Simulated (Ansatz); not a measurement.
**C3H7F3OSi: density, localisation and related maps**

```xyz
15

C    -1.6497   -1.9070    1.6021
C    -0.4569   -1.7104    0.6902
C     1.3412   -0.1945    0.3431
F     2.4131   -1.1015    0.4983
F     3.2417    1.9512    0.1312
F     0.7774    2.6029    0.7297
O     0.2667   -0.5463    1.1270
Si    1.9390    1.4918    0.9938
H    -2.3192   -1.0247    1.5706
H    -2.2288   -2.7984    1.2902
H    -1.3204   -2.0548    2.6496
H     0.2221   -2.5907    0.7147
H    -0.7742   -1.5602   -0.3698
H     1.0880   -0.2080   -0.7485
H     2.2873    1.4597    2.4414
```

Geometry: PBE-D3(BJ)/def2-SVP.

The calculation used isolated molecule in a Gaussian basis; Kohn-Sham density functional theory, functional PBE0 (Ansatz).

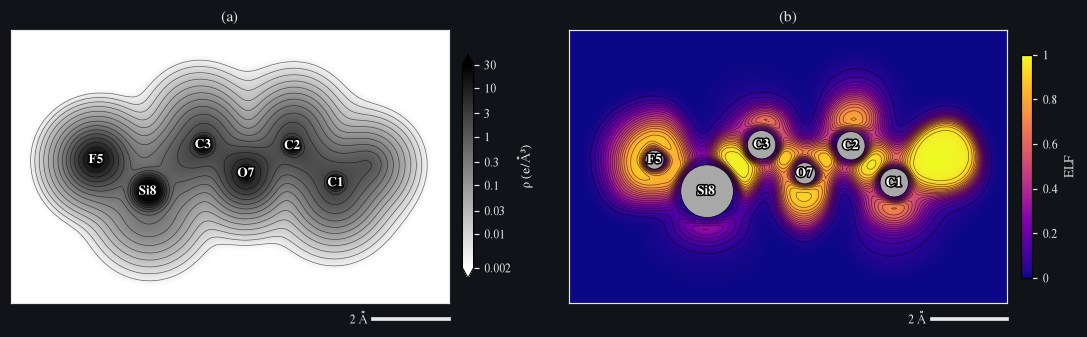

Figure 1. (a) electron density; (b) electron localisation function on the plane of atoms C3, Si8 and F5. Grey discs cover the atomic cores in the ELF map.

Describe what can be read from this map.

- The plane passes through C, F, O and Si nuclei.
- C–O (1.38 Å): ρ is about 2.3 e/Å³ halfway, with its minimum of 1.9 e/Å³ about 0.5 Å from C; the ELF peaks at about 0.90 between the atoms; a polar covalent bond.
- C–C (1.51 Å): ρ is about 1.7 e/Å³ halfway; the ELF peaks at about 0.95 between the atoms: a shared electron pair.
- Si–F (1.63 Å): ρ at the midpoint is about 1 e/Å³; the ELF peaks at about 0.85 in the valence shell of F, 0.6 Å from its nucleus, and is about 0.50 at the midpoint.
- C–Si (1.90 Å): the density is about 1 e/Å³ at the midpoint; the ELF peaks at about 1 between the atoms (a covalent bond).
- C–O (1.44 Å): ρ is about 1.9 e/Å³ halfway, with its minimum of 1.6 e/Å³ about 0.5 Å from C; the ELF peaks at about 0.90 between the atoms: a shared but strongly polarised pair.
- The ELF also peaks beside O7 and F5, away from the bonds: lone-pair regions.

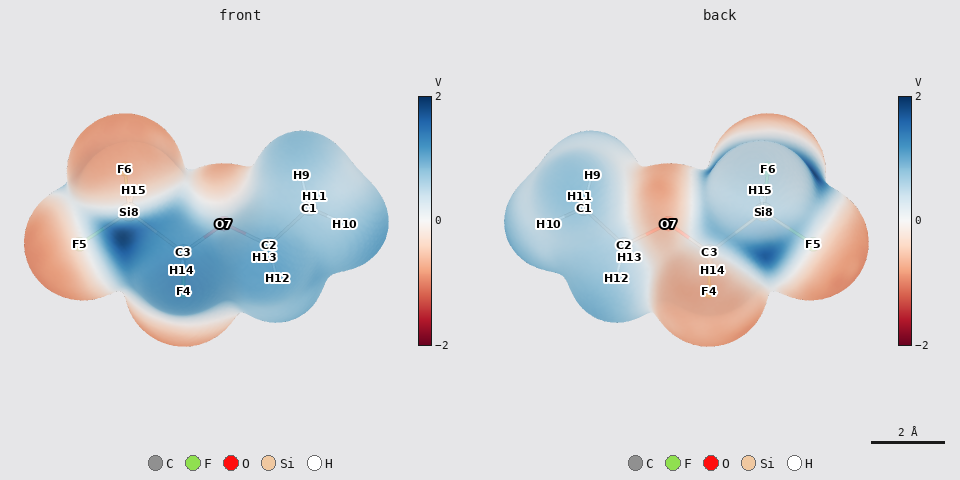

Figure 2. The molecular electrostatic potential painted on the density surface at 0.002 e/bohr³, seen from the front and from behind; red is negative and blue positive.

Which sites attract a positive test charge, and which a negative one?

A positive charge is drawn to the negative regions and a negative charge to the positive ones. The most negative region (about −0.9 V, or −21 kcal/mol for a unit charge) lies over F4, F5 and F6, the most positive (about +1.7 V, or +39 kcal/mol for a unit charge) over Si8.

How polar is the molecule by this calculation?

Its dipole moment is 2.81 D.

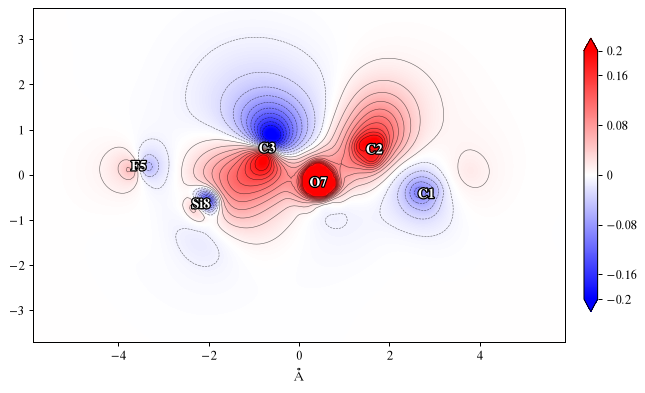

Figure 3. The HOMO on the plane of atoms C3, Si8 and F5 (values in Å⁻³ᐟ²; the overall sign is arbitrary).

What is the character of this orbital?

Its weight (Hirshfeld) is mainly on O7 (about 50 %), C2 (about 15 %), H13 (about 10 %), C3 (about 10 %) and H12 (about 5 %). Its energy is −8.87 eV.

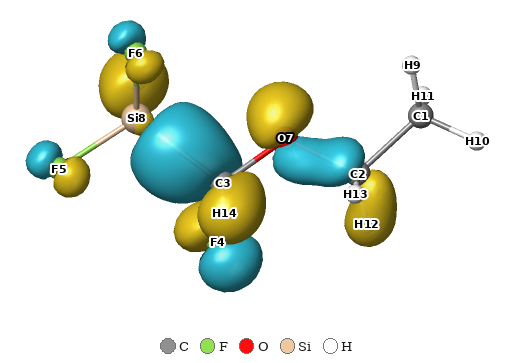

Figure 4. The HOMO−1 at ±0.15 Å⁻³ᐟ² (yellow and cyan are the two phases), seen at a tilt.

Describe this orbital and give its energy.

Its weight (Hirshfeld) is mainly on C3 (about 20 %), F4 (about 15 %), Si8 (about 15 %), O7 (about 15 %) and H15 (about 5 %). Its energy is −8.96 eV.
